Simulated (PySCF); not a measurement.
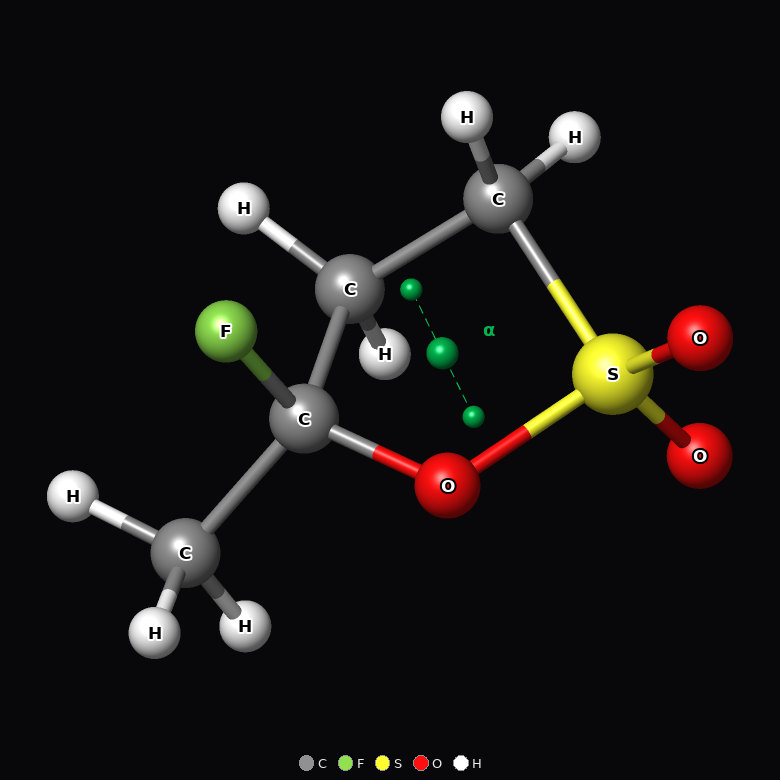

The small points mark where nucleus-independent chemical shifts (NICS) were computed: at the centre of each lettered ring and 1 Å above and below it. The computed structure is the end point of a GFN2-xTB optimisation. No frequency run is at hand to confirm it as a minimum. Level of theory: GIAO PBE0/pcSseg-1 NMR shielding, non-relativistic, gas phase (PySCF 2.14.0).

Give NICS(0), NICS(1) and the out-of-plane component NICS(1)zz for each ring (means of the two sides).

```json
{"ring": "α", "members": "C3OS", "NICS(0)": "−6.8", "NICS(1)": "−3.5", "NICS(1)zz": "−2.6"}
```

Values in ppm.

Question: What do the values say about the ring currents?

Answer: Ring α: weak, as in a non-aromatic ring. NICS is one index among several.
